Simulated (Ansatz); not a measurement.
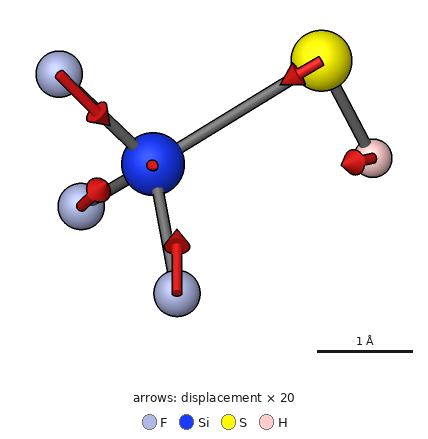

A relaxation of SiHSF₃. The starting structure is drawn; red arrows show the displacements, 20 times their true length. The two geometries are superimposed by the best rigid fit.

A ball-and-stick model, seen at a tilt.

The start comes from PBE-D4/def2-SVP.

Theory: RKS PBE0-D4/def2-TZVP (Ansatz). Settings: force threshold 0.005 eV/Å; at most 150 steps.

### What did the optimiser do to the structure, and how much energy did it gain?

An F atom moves most after the best rigid fit: 0.044 Å. By element the largest moves are F 0.044 Å, H 0.028 Å, S 0.026 Å, Si 0.005 Å. Among the contacts that change: F–Si 1.616 → 1.574 Å, S–Si 2.112 → 2.089 Å, H–S 1.364 → 1.346 Å. After 5 geometry steps the energy has fallen by 2.53 kcal/mol. Largest force component: 1.4 eV/Å at the start, 0.0033 eV/Å at the end. The run took about 50 core-seconds on a shared host.
